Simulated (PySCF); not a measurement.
# One shape, several levels: doublet [BNH4]+

Wanted: a comparison of 6 runs (UHF/STO-3G, UHF/3-21G, U-wB97M-V/def2-TZVPP, U-wB97X/def2-TZVPP, UB2PLYP/def2-TZVPP, UM06-2X/def2-TZVPP) of doublet [BNH4]+. Input form: a Python script.

Program for the calculation: PySCF 2.14.0.

1 further run of the same task is left out (set aside as unsound or not needed).

## Step 1: The structure to begin with

[BNH4]+ has 6 atoms, charge +1, and is taken as a doublet. As SMILES of the parent species, `BN`. The coordinates come from a PBE0-D4/def2-TZVP relaxation. That shape belongs to the parent species and isn't relaxed for this state.

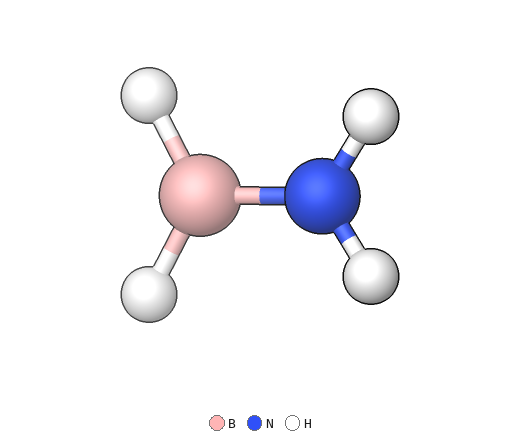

Viewed from a chosen angle; boron pink, nitrogen blue, hydrogen white.

## Step 2: A single-point energy at UHF/STO-3G (run 1)

Input file run.py:

```python
from pyscf import gto, scf

mol = gto.M(
    atom='''
B   -0.128200  -0.679600  -0.025600
N    0.146100   0.677400   0.010800
H    0.225800  -1.368000   0.887500
H   -0.712000  -1.128700  -0.969200
H   -0.121600   1.313700  -0.720800
H    0.632000   1.121400   0.771300
''',
    verbose=3,
    basis='sto-3g',
    charge=1,
    max_memory=1860,
    spin=1,
)

mf = scf.UHF(mol)
mf.conv_tol = 1e-10
mf.kernel()
if not mf.converged:
    mf = mf.newton().run(mf.mo_coeff, mf.mo_occ)

e_final = mf.e_tot
print('E = %.10f Eh' % e_final)
```

On the command line:

```bash
$ OMP_NUM_THREADS=1 python run.py
```

What it wrote:

```text
converged SCF energy = -80.1633611230024  <S^2> = 0.75799207  2S+1 = 2.0079762
E = -80.1633611230 Eh
```

Wall time 0.97 s (1 thread of Arm Neoverse N1, shared host); peak memory 0.099 GiB.

## Step 3: A single-point energy at UHF/3-21G (run 2)

Input file input.py:

```python
from pyscf import gto

mol = gto.Mole()
mol.atom = '''
B     -0.128200    -0.679600    -0.025600
N      0.146100     0.677400     0.010800
H      0.225800    -1.368000     0.887500
H     -0.712000    -1.128700    -0.969200
H     -0.121600     1.313700    -0.720800
H      0.632000     1.121400     0.771300
'''
mol.spin = 1
mol.verbose = 4
mol.charge = 1
mol.max_memory = 1860
mol.basis = '3-21g'
mol.build()

mf = mol.UHF()
mf.conv_tol = 1e-10
mf.kernel()
if not mf.converged:
    mf = mf.newton().run(mf.mo_coeff, mf.mo_occ)

etot = mf.e_tot
print(f'total energy: {etot:.8f} hartree')
```

On the command line:

```bash
$ OMP_NUM_THREADS=1 python input.py
```

What it wrote:

```text
PySCF version 2.14.0

[... 90 lines left out ...]
converged SCF energy = -80.6860914953209  <S^2> = 0.75628806  2S+1 = 2.0062782
total energy: -80.68609150 hartree
```

It took 1.1 s on 1 thread of Arm Neoverse N1, shared host; peak memory 0.12 GiB.

## Step 4: A single-point energy at U-wB97M-V/def2-TZVPP (run 3)

Input file calc.py:

```python
from pyscf import gto, dft

mol = gto.M(
    atom=[
    ('B', (-0.128200, -0.679600, -0.025600)),
    ('N', (0.146100, 0.677400, 0.010800)),
    ('H', (0.225800, -1.368000, 0.887500)),
    ('H', (-0.712000, -1.128700, -0.969200)),
    ('H', (-0.121600, 1.313700, -0.720800)),
    ('H', (0.632000, 1.121400, 0.771300)),
],
    spin=1,
    basis='def2-tzvpp',
    charge=1,
    verbose=4,
    max_memory=1860,
)

mf = dft.UKS(mol)
mf.xc = 'wb97m-v'
mf.grids.level = 5
mf.conv_tol = 1e-10
mf.nlcgrids.level = 1
mf.kernel()
if not mf.converged:
    mf = mf.newton().run(mf.mo_coeff, mf.mo_occ)

e_tot = mf.e_tot
print('E(%s) = %.9f' % ('WB97M-V', e_tot))
```

On the command line:

```bash
$ OMP_NUM_THREADS=1 python calc.py
```

What it wrote:

```text
PySCF version 2.14.0

[... 65 lines left out ...]
WARN: HOMO -0.352328051175172 >= LUMO -0.35232805117517
[... 42 lines left out ...]
converged SCF energy = -81.6067248725268  <S^2> = 0.75264535  2S+1 = 2.0026436
E(WB97M-V) = -81.606724873
```

Run time: 2.5 min. Hardware: 1 thread of Arm Neoverse N1, shared host; peak memory 0.7 GiB.

Runs 4 to 5 aren't shown in full; the table further down has their settings and results.

## Step 5: The energy at UM06-2X/def2-TZVPP (run 6)

Input file geometry.xyz:

```xyz
6
BH4N
B     -0.128200    -0.679600    -0.025600
N      0.146100     0.677400     0.010800
H      0.225800    -1.368000     0.887500
H     -0.712000    -1.128700    -0.969200
H     -0.121600     1.313700    -0.720800
H      0.632000     1.121400     0.771300
```

Input file calc.py:

```python
from pyscf import gto, dft

molecule = gto.Mole()
molecule.atom = 'geometry.xyz'
molecule.spin = 1
molecule.max_memory = 1860
molecule.basis = 'def2-tzvpp'
molecule.charge = 1
molecule.verbose = 4
molecule.build()

ks = dft.UKS(molecule, xc='m06-2x')
ks.grids.level = 5
ks.conv_tol = 1e-10
ks.kernel()
if not ks.converged:
    ks = ks.newton().run(ks.mo_coeff, ks.mo_occ)

e_tot = ks.e_tot
print(f'total energy: {e_tot:.8f} hartree')
```

On the command line:

```bash
$ OMP_NUM_THREADS=1 python calc.py
```

What it wrote:

```text
PySCF version 2.14.0

[... 56 lines left out ...]
WARN: HOMO -0.358371835609694 >= LUMO -0.358371835609693
[... 58 lines left out ...]
converged SCF energy = -81.612571552851  <S^2> = 0.7530304  2S+1 = 2.0030281
total energy: -81.61257155 hartree
```

Run time: 2.2 min. Hardware: 1 thread of Arm Neoverse N1, shared host; peak memory 0.7 GiB.

## Step 6: Overview of the runs

| run | level | integration grid | nlc grid | energy (Eh) | HOMO energy (eV) | LUMO energy (eV) | ⟨S²⟩ | wall time |
| --- | --- | --- | --- | --- | --- | --- | --- | --- |
| 1 | UHF/STO-3G | – | – | -80.163361 | -19.47 | -6.54 | 0.758 | 0.97 s |
| 2 | UHF/3-21G | – | – | -80.686091 | -19.79 | -8.19 | 0.756 | 1.1 s |
| 3 | U-wB97M-V/def2-TZVPP | 5 | 1 | -81.606725 | -18.40 | -11.66 | 0.753 | 2.5 min |
| 4 | U-wB97X/def2-TZVPP | 5 | – | -81.632475 | -18.62 | -11.52 | 0.753 | 59 s |
| 5 | UB2PLYP/def2-TZVPP | 5 | – | -81.581767 | -17.47 | -11.78 | 0.754 | 42 s |
| 6 | UM06-2X/def2-TZVPP | 5 | – | -81.612572 | -17.43 | -12.61 | 0.753 | 2.2 min |

## Step 7: Results

```
                                 quantity         value
                      run 6: total energy  -81.61257 Eh
run 6: HOMO energy (highest over α and β)     -17.43 eV
 run 6: LUMO energy (lowest over α and β)     -12.61 eV
                              run 6: ⟨S²⟩         0.753
```

Totals of different functionals can't be ranked against each other. In run 1 the basis is minimal, so the values are rough. All runs together took 6.4 min, the longest 2.5 min.
